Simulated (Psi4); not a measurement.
# CH5BN2 (SMILES NC1BN1): HF/STO-3G

Aim: the energy change on altering one bond length of CH5BN2 at HF/STO-3G, from 2 runs. 

The results are computed with Psi4 1.11.

2 further runs of the same task are left out: 2 that didn't finish. Runs told in other sessions of the task aren't counted.

### Step 1. The system as given

CH5BN2 has 9 atoms, charge 0, and is taken as a singlet. As SMILES, `NC1BN1`. The coordinates come from a PBE0-D4/def2-TZVP relaxation. This is one conformer, not always the lowest.

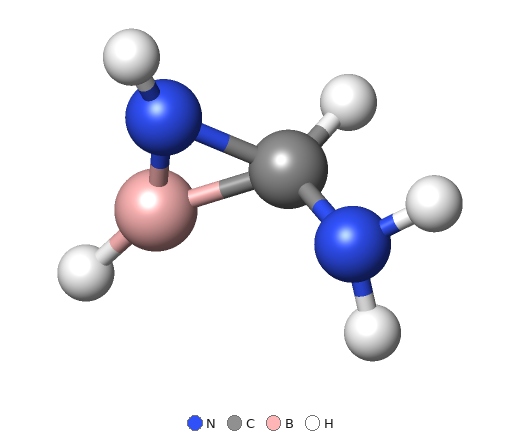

The structure, seen from a chosen angle (nitrogen blue, carbon grey, boron pink, hydrogen white).

### Step 2. A single-point energy at HF/STO-3G

The input, ch5bn2_ase.py:

```python
import numpy as np
from ase.calculators.psi4 import Psi4
from ase import Atoms

mol = Atoms(['N', 'C', 'B', 'N', 'H', 'H', 'H', 'H', 'H'], positions=[
    [0.142900, 1.194400, -0.640600],
    [-0.364200, -0.077200, -0.222300],
    [0.591200, -1.194100, 0.303200],
    [-0.130500, -0.469900, 1.171500],
    [0.784000, 1.117400, -1.417000],
    [-0.589900, 1.842600, -0.892400],
    [-1.366400, -0.317200, -0.582700],
    [1.414200, -2.039000, 0.194700],
    [-0.392800, -0.103200, 2.068300],
])
calc = Psi4(atoms=mol, method='hf', basis='STO-3G', memory='2200MB', num_threads=1, charge=0, multiplicity=1, label='ch5bn2')
calc.psi4.set_options({'puream': True, 'e_convergence': 1e-09, 'd_convergence': 1e-08, 'scf_type': 'pk'})
mol.calc = calc

print(f'energy: {mol.get_potential_energy():.6f} eV')
```

The run is started by

```bash
$ python ch5bn2_ase.py
```

ch5bn2.dat, shortened:

```text
[...]
  Running in c1 symmetry.
[...]
  Nuclear repulsion =  109.448343715886125
[...]
  Multiplicity = 1
[...]
  Nalpha       = 15
  Nbeta        = 15
[...]
    Number of basis functions: 25
[...]
   @RHF iter   1:  -172.08298994397489   -2.66514e+00   8.54216e-03 DIIS/ADIIS
[...]
   @RHF iter  11:  -172.11589769395781   -7.38964e-13   3.68508e-09 DIIS
[...]
    Orbital Energies [Eh]
    ---------------------
    Doubly Occupied:
       1A    -15.328348     2A    -15.295835     3A    -11.062597
       4A     -7.401020     5A     -1.175031     6A     -1.077656
       7A     -0.796575     8A     -0.683328     9A     -0.596618
      10A     -0.571911    11A     -0.553561    12A     -0.450322
      13A     -0.365398    14A     -0.337804    15A     -0.304537
[...]
  @RHF Final Energy:  -172.11589769395781
   => Energetics <=
    Nuclear Repulsion Energy =            109.4483437158861250
    One-Electron Energy =                -451.1274016864167606
    Two-Electron Energy =                 169.5631602765728019
    Total Energy =                       -172.1158976939578054
[...]
 Multipole Moments:
 ------------------------------------------------------------------------------------
     Multipole            Electronic (a.u.)      Nuclear  (a.u.)        Total (a.u.)
 ------------------------------------------------------------------------------------
 L = 1.  Multiply by 2.5417464519 to convert [e a0] to [Debye]
 Dipole X            :          0.5167605           -0.8489416           -0.3321810
 Dipole Y            :         -1.8156671            1.8335889            0.0179218
 Dipole Z            :          1.2811134           -1.3772831           -0.0961697
 Magnitude           :                                                    0.3462861
[...]
```

Standard output:

```text
energy: -4683.512133 eV
```

Wall time 2.1 s (1 thread of Intel Xeon Platinum 8124M at 3.00GHz (Skylake/Cascade Lake), shared host); peak memory 0.19 GiB.

### Step 3. The distorted shape: energy and gradient at HF/STO-3G

The input, job.dat:

```
memory 2.2 GB

molecule mol {
  0 1
  N      0.362742     0.999938    -0.565059
  C     -0.144358    -0.271662    -0.146759
  B      0.811042    -1.388562     0.378741
  N      0.089342    -0.664362     1.247041
  H      1.003842     0.922938    -1.341459
  H     -0.589900     1.842600    -0.892400
  H     -1.146558    -0.511662    -0.507159
  H      1.634042    -2.233462     0.270241
  H     -0.172958    -0.297662     2.143841
  symmetry c1
  no_reorient
  no_com
}

set basis STO-3G
set puream true
set e_convergence 1e-09
set d_convergence 1e-08
set scf_type pk

result, w = gradient("hf", return_wfn=True)
oeprop(w, "MAYER_INDICES", "WIBERG_LOWDIN_INDICES", "DIPOLE")
print_variables()
```

The run is started by

```bash
$ psi4 -n 1 job.dat job.out
```

job.out, shortened:

```text
[...]
  Running in c1 symmetry.
[...]
  Nuclear repulsion =  108.231898851489916
[...]
  Multiplicity = 1
[...]
  Nalpha       = 15
  Nbeta        = 15
[...]
    Number of basis functions: 25
[...]
   @RHF iter   1:  -172.02370186452868   -2.83440e+00   8.94977e-03 DIIS/ADIIS
[...]
   @RHF iter  11:  -172.06162670025932   -8.52651e-13   7.37633e-09 DIIS
[...]
  @RHF Final Energy:  -172.06162670025932
   => Energetics <=
    Nuclear Repulsion Energy =            108.2318988514899161
    One-Electron Energy =                -448.8034738963445989
    Two-Electron Energy =                 168.5099483445953581
    Total Energy =                       -172.0616267002593247
[...]
  -Total Gradient:
     Atom            X                  Y                   Z
    ------   -----------------  -----------------  -----------------
       1        0.103997714576    -0.134103323950     0.009270582324
       2        0.012246910242     0.034476911237    -0.007715602843
       3       -0.004617443638     0.001865499076    -0.013764406491
       4       -0.011963462055     0.012007812729     0.031223075272
       5       -0.006915305063     0.000491827997     0.027419769625
       6       -0.113417832923     0.104632042758    -0.032518883026
       7        0.000735779808     0.001015054722     0.001525813405
       8        0.016772500051    -0.016169090571     0.000257574878
       9        0.003161139002    -0.004216733997    -0.015697923144
[...]
 Multipole Moments:
 ------------------------------------------------------------------------------------
     Multipole            Electronic (a.u.)      Nuclear  (a.u.)        Total (a.u.)
 ------------------------------------------------------------------------------------
 L = 1.  Multiply by 2.5417464519 to convert [e a0] to [Debye]
 Dipole X            :        -13.6877515           13.3832634           -0.3044881
 Dipole Y            :         12.2465003          -12.2851058           -0.0386055
 Dipole Z            :        -10.3945582           10.3180728           -0.0764853
 Magnitude           :                                                    0.3163121
[...]
```

It took 2.3 s on 1 thread of Intel Xeon Platinum 8124M at 3.00GHz (Skylake/Cascade Lake), shared host; peak memory 0.18 GiB.

### Step 4. Outcome

Level: HF/STO-3G.

```
                                                         quantity          value
                                        first shape: total energy  -172.11590 Eh
                                       first shape: dipole moment         0.88 D
                                         first shape: HOMO energy       -8.29 eV
                                         first shape: LUMO energy        9.04 eV
                                       first shape: HOMO–LUMO gap       17.33 eV
                                    distorted shape: total energy  -172.06163 Eh
                                   distorted shape: dipole moment         0.80 D
                                     distorted shape: HOMO energy       -8.13 eV
                                     distorted shape: LUMO energy        8.90 eV
                                   distorted shape: HOMO–LUMO gap       17.03 eV
                        distorted shape: largest force on an atom     8.740 eV/Å
energy change with the N1–H6 bond stretched from 1.010 to 1.313 Å       1.477 eV
```

With the N1–H6 bond stretched from 1.010 to 1.313 Å the energy rises by 1.48 eV (142 kJ/mol). The first shape isn't relaxed at this level, so the change isn't measured from a minimum. The minimal basis adds a large error of its own.
